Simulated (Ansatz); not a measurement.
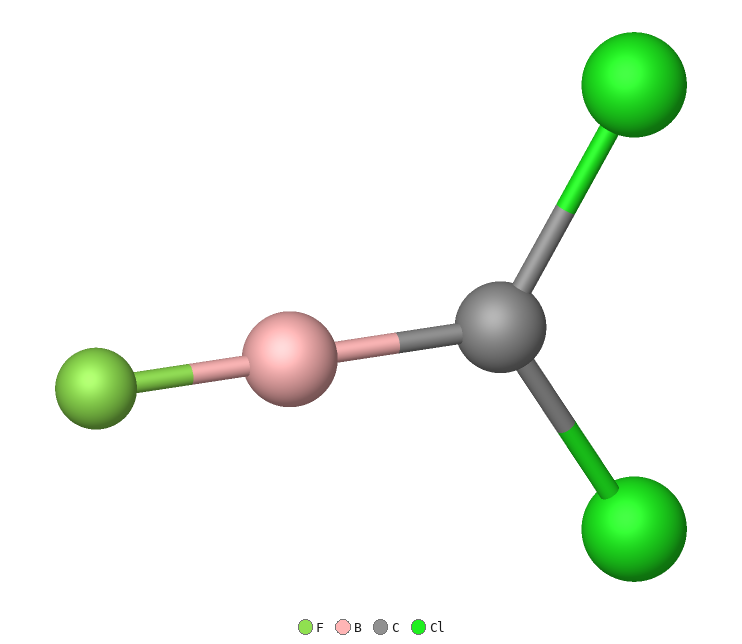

The computed structure is the end point of a PBE0-D4/def2-TZVP optimisation. No frequency run is at hand to confirm it as a minimum.

Give the structural formula.

SMILES: FB=C(Cl)Cl

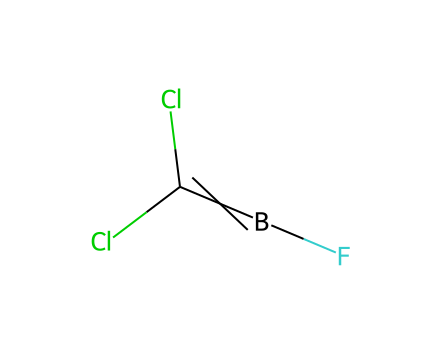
